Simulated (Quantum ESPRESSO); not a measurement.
**C: optical spectrum from first principles**

Aim: the dielectric function of C, and the optical constants that follow from it.

Method: DFT, PBE, plane waves with norm-conserving potentials (PseudoDojo), scalar-relativistic, independent-particle optical response without local fields and without the non-local commutator, in Quantum ESPRESSO 7.5.

### 1. Set-up

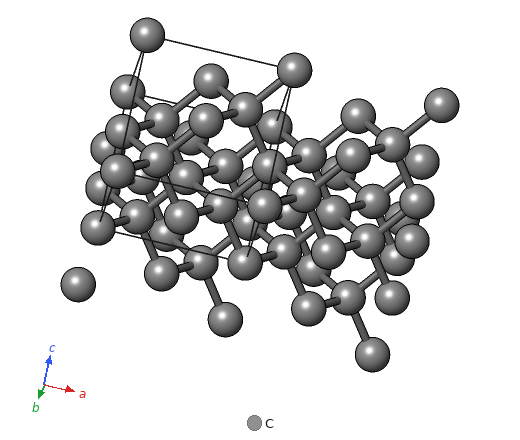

The starting structure, seen from a free direction (carbon grey). 2×2×1 cells are drawn. This picture shows the conventional cell, with its axes. Bonds to atoms that aren't drawn are left out. Some periodic images of atoms are drawn too.

Structure file:

```cif
data_structure
_symmetry_space_group_name_H-M 'Fd-3m:1'
_symmetry_Int_Tables_number 227
_cell_length_a 3.5667
_cell_length_b 3.5667
_cell_length_c 3.5667
_cell_angle_alpha 90.000
_cell_angle_beta 90.000
_cell_angle_gamma 90.000
_cell_volume 45.37
loop_
_atom_site_label
_atom_site_type_symbol
_atom_site_symmetry_multiplicity
_atom_site_Wyckoff_symbol
_atom_site_fract_x
_atom_site_fract_y
_atom_site_fract_z
_atom_site_occupancy
C1 C 8 a 0.25000 0.25000 0.25000 1
```

### 2. Ground state

First the ground state: is it a metal or has it a gap?

This step: DFT, PBE, plane waves with norm-conserving potentials (PseudoDojo), scalar-relativistic, ground state (Quantum ESPRESSO 7.5).

scf.in reads:

```
&control
  calculation = 'scf'
  prefix = 'x'
  outdir = './tmp'
  pseudo_dir = './'
  verbosity = 'high'
/
&system
  ibrav = 0
  nat = 2
  ntyp = 1
  ecutwfc = 70
  occupations = 'smearing'
  smearing = 'fd'
  degauss = 0.003675
  nbnd = 8
/
&electrons
  conv_thr = 1e-09
  electron_maxstep = 100
/
ATOMIC_SPECIES
  C 1.0 C.upf
CELL_PARAMETERS angstrom
  0.000000000000 1.783370000000 1.783370000000
  1.783370000000 0.000000000000 1.783370000000
  1.783370000000 1.783370000000 0.000000000000
ATOMIC_POSITIONS crystal
  C 0.750000000000 0.750000000000 0.750000000000
  C 0.500000000000 0.500000000000 0.500000000000
K_POINTS automatic
  11 11 11 0 0 0
```

Command:

```sh
> mpirun -n 4 pw.x -nk 4 -in scf.in
```

What it wrote:

```text
for quantum simulation of materials; please cite

     using ibrav=0 with symmetry is DISCOURAGED, use correct ibrav instead

     G-vector sticks info
     --------------------
     sticks:   dense  smooth     PW     G-vecs:    dense   smooth      PW
     Sum         433     433    151                 5985     5985    1139

     Using Slab Decomposition

     bravais-lattice index     =            0
     lattice parameter (alat)  =       4.7660  a.u.
     unit-cell volume          =      76.5510 (a.u.)^3
     number of atoms/cell      =            2
     number of atomic types    =            1
     number of electrons       =         8.00
     number of Kohn-Sham states=            8
     kinetic-energy cutoff     =      70.0000  Ry
     charge density cutoff     =     280.0000  Ry
     scf convergence threshold =      1.0E-09
     mixing beta               =       0.7000
     number of iterations used =            8  plain     mixing
     Exchange-correlation= PBE
                           (   1   4   3   4   0   0   0)

     celldm(1)=   4.766014  celldm(2)=   0.000000  celldm(3)=   0.000000
     celldm(4)=   0.000000  celldm(5)=   0.000000  celldm(6)=   0.000000

     crystal axes: (cart. coord. in units of alat)
               a(1) = (   0.000000   0.707107   0.707107 )
               a(2) = (   0.707107   0.000000   0.707107 )
               a(3) = (   0.707107   0.707107   0.000000 )

     reciprocal axes: (cart. coord. in units 2 pi/alat)
               b(1) = ( -0.707107  0.707107  0.707107 )
               b(2) = (  0.707107 -0.707107  0.707107 )
               b(3) = (  0.707107  0.707107 -0.707107 )

     ./C.upf
     Pseudo is Norm-conserving + core correction, Zval =  4.0
     Generated using ONCVPSP code by D. R. Hamann
     Using radial grid of 1248 points,  4 beta functions with:
                l(1) =   0
                l(2) =   0
                l(3) =   1
                l(4) =   1

     atomic species   valence    mass     pseudopotential
     C                 4.00     1.00000     C ( 1.00)

     48 Sym. Ops., with inversion, found (24 have fractional translation)

                                    s                        frac. trans.

     [... symmetry matrices left out ...]
   Cartesian axes

     site n.     atom                  positions (alat units)
         1        C      tau(   1) = (   1.0606602   1.0606602   1.0606602  )
         2        C      tau(   2) = (   0.7071068   0.7071068   0.7071068  )

   Crystallographic axes

     site n.     atom                  positions (cryst. coord.)
         1        C      tau(   1) = (  0.7500000  0.7500000  0.7500000  )
         2        C      tau(   2) = (  0.5000000  0.5000000  0.5000000  )

     number of k points=    56  Fermi-Dirac smearing, width (Ry)=  0.0037
                       cart. coord. in units 2pi/alat
        k(    1) = (   0.0000000   0.0000000   0.0000000), wk =   0.0015026
        k(    2) = (   0.0642824   0.0642824  -0.0642824), wk =   0.0120210
        k(    3) = (   0.1285649   0.1285649  -0.1285649), wk =   0.0120210
        k(    4) = (   0.1928473   0.1928473  -0.1928473), wk =   0.0120210
        k(    5) = (   0.2571297   0.2571297  -0.2571297), wk =   0.0120210
        k(    6) = (   0.3214122   0.3214122  -0.3214122), wk =   0.0120210
        k(    7) = (   0.1285649   0.0000000  -0.0000000), wk =   0.0090158
        k(    8) = (   0.1928473   0.0642824  -0.0642824), wk =   0.0360631
        k(    9) = (   0.2571297   0.1285649  -0.1285649), wk =   0.0360631
        k(   10) = (   0.3214122   0.1928473  -0.1928473), wk =   0.0360631
        k(   11) = (   0.3856946   0.2571297  -0.2571297), wk =   0.0360631
        k(   12) = (  -0.2571297  -0.3856946   0.3856946), wk =   0.0360631
        k(   13) = (  -0.1928473  -0.3214122   0.3214122), wk =   0.0360631
        k(   14) = (  -0.1285649  -0.2571297   0.2571297), wk =   0.0360631
        k(   15) = (  -0.0642824  -0.1928473   0.1928473), wk =   0.0360631
        k(   16) = (  -0.0000000  -0.1285649   0.1285649), wk =   0.0180316
[...]
cryst. coord.
[...]
k(   49) = (   0.0909091   0.3636364  -0.3636364), wk =   0.0721262
        k(   50) = (   0.0909091   0.3636364  -0.2727273), wk =   0.0360631
        k(   51) = (   0.0909091   0.4545455  -0.4545455), wk =   0.0360631
        k(   52) = (   0.0909091   0.4545455  -0.3636364), wk =   0.0360631
        k(   53) = (   0.1818182   0.3636364  -0.4545455), wk =   0.0360631
        k(   54) = (   0.1818182   0.3636364  -0.3636364), wk =   0.0721262
        k(   55) = (   0.1818182   0.4545455  -0.3636364), wk =   0.0360631
        k(   56) = (   0.1818182   0.4545455  -0.2727273), wk =   0.0360631

     Dense  grid:     5985 G-vectors     FFT dimensions: (  32,  32,  32)

     Initial potential from superposition of free atoms

     starting charge       7.9999, renormalised to       8.0000
     Starting wfcs are    8 randomized atomic wfcs

     Self-consistent Calculation

     iteration #  1     ecut=    70.00 Ry     beta= 0.70
     Davidson diagonalization with overlap

            39 MiB given to the printing process from OS
             9 MiB allocation reported by mallinfo(arena+hblkhd)
------------------
     ethr =  1.00E-02,  avg # of iterations =  3.2

     total energy              =     -24.06796474 Ry
     estimated scf accuracy    <       0.11176690 Ry

     iteration #  2     ecut=    70.00 Ry     beta= 0.70
     Davidson diagonalization with overlap

            44 MiB given to the printing process from OS
            11 MiB allocation reported by mallinfo(arena+hblkhd)
------------------
     ethr =  1.40E-03,  avg # of iterations =  1.4

     total energy              =     -24.07410101 Ry
     estimated scf accuracy    <       0.00292002 Ry

     iteration #  3     ecut=    70.00 Ry     beta= 0.70
     Davidson diagonalization with overlap

            45 MiB given to the printing process from OS
            11 MiB allocation reported by mallinfo(arena+hblkhd)
------------------
     ethr =  3.65E-05,  avg # of iterations =  3.8

     total energy              =     -24.07456659 Ry
     estimated scf accuracy    <       0.00008240 Ry

     iteration #  4     ecut=    70.00 Ry     beta= 0.70
     Davidson diagonalization with overlap

            45 MiB given to the printing process from OS
            11 MiB allocation reported by mallinfo(arena+hblkhd)
------------------
     ethr =  1.03E-06,  avg # of iterations =  2.8

     total energy              =     -24.07457342 Ry
     estimated scf accuracy    <       0.00000573 Ry

     iteration #  5     ecut=    70.00 Ry     beta= 0.70
     Davidson diagonalization with overlap

            45 MiB given to the printing process from OS
            12 MiB allocation reported by mallinfo(arena+hblkhd)
------------------
     ethr =  7.16E-08,  avg # of iterations =  1.5

     total energy              =     -24.07457406 Ry
     estimated scf accuracy    <       0.00000001 Ry

     iteration #  6     ecut=    70.00 Ry     beta= 0.70
     Davidson diagonalization with overlap

            45 MiB given to the printing process from OS
            12 MiB allocation reported by mallinfo(arena+hblkhd)
------------------
     ethr =  1.53E-10,  avg # of iterations =  3.2

     total energy              =     -24.07457409 Ry
     estimated scf accuracy    <          2.1E-09 Ry

     iteration #  7     ecut=    70.00 Ry     beta= 0.70
     Davidson diagonalization with overlap

            45 MiB given to the printing process from OS
            12 MiB allocation reported by mallinfo(arena+hblkhd)
------------------
     ethr =  2.66E-11,  avg # of iterations =  1.8

     End of self-consistent calculation

          k = 0.0000 0.0000 0.0000 (   749 PWs)   bands (ev):

    -8.1306  13.3632  13.3632  13.3632  18.9859  18.9859  18.9859  26.6869

     occupation numbers
     1.0000   1.0000   1.0000   1.0000   0.0000   0.0000   0.0000   0.0000

          k = 0.0643 0.0643-0.0643 (   743 PWs)   bands (ev):

    -7.9019  11.9359  12.9851  12.9851  19.4825  19.4825  19.8059  26.8836

     occupation numbers
     1.0000   1.0000   1.0000   1.0000   0.0000   0.0000   0.0000   0.0000

          k = 0.1286 0.1286-0.1286 (   766 PWs)   bands (ev):

    -7.2193   9.0924  12.1978  12.1978  20.5047  20.5047  20.9592  27.4396

     occupation numbers
     1.0000   1.0000   1.0000   1.0000   0.0000   0.0000   0.0000   0.0000

          k = 0.1928 0.1928-0.1928 (   763 PWs)   bands (ev):

    -6.0951   5.9883  11.4329  11.4329  21.3669  21.3669  21.6909  28.1828

     occupation numbers
     1.0000   1.0000   1.0000   1.0000   0.0000   0.0000   0.0000   0.0000

          k = 0.2571 0.2571-0.2571 (   763 PWs)   bands (ev):

    -4.5655   3.0230  10.8734  10.8734  21.7750  21.7750  22.0714  28.7839

     occupation numbers
     1.0000   1.0000   1.0000   1.0000   0.0000   0.0000   0.0000   0.0000

          k = 0.3214 0.3214-0.3214 (   766 PWs)   bands (ev):

    -2.8241   0.5357  10.5840  10.5840  21.8722  21.8722  22.2337  29.0470

     occupation numbers
     1.0000   1.0000   1.0000   1.0000   0.0000   0.0000   0.0000   0.0000

     [... further k points left out ...]

     the Fermi energy is    15.8182 ev

!    total energy              =     -24.07457409 Ry
     estimated scf accuracy    <          2.8E-12 Ry
     smearing contrib. (-TS)   =      -0.00000000 Ry
     internal energy E=F+TS    =     -24.07457409 Ry

     The total energy is F=E-TS. E is the sum of the following terms:
     one-electron contribution =       8.24832686 Ry
     hartree contribution      =       1.93157650 Ry
     xc contribution           =      -8.67978895 Ry
     ewald contribution        =     -25.57468850 Ry

     convergence has been achieved in   7 iterations

     XML data file, charge density, pseudopotentials, collected wavefunctions

                                        0.00s GPU  (     342 calls)

=------------------------------------------------------------------------------=
   JOB DONE.
=------------------------------------------------------------------------------=
```

Wall time 1.5 s (4 MPI ranks of Arm Neoverse V2, shared host); peak memory 0.04 GiB.

Read-outs, printed or worked out from the files:

| Item | Value |
| --- | --- |
| total energy | -24.07 Ry |
| gap on the k-mesh | 4.181 eV |
| direct gap on the mesh | 5.623 eV |

There is a gap, 4.18 eV on this mesh (points off the mesh can give less), so no carriers' term is needed.

[end of part 1 of 3]

[Machine, clock, banner and «Message from routine» lines are left out of the logs.]

[Logs are printed without paths, hosts, clocks, repeated set-up lines and the standing remarks that a program may print on its own settings, such as how far it seeks lower states.]

[Hosts, paths, dates, database ids (printed as entryN), source tags and the programs' standing remarks are cut or masked in the printed files.]
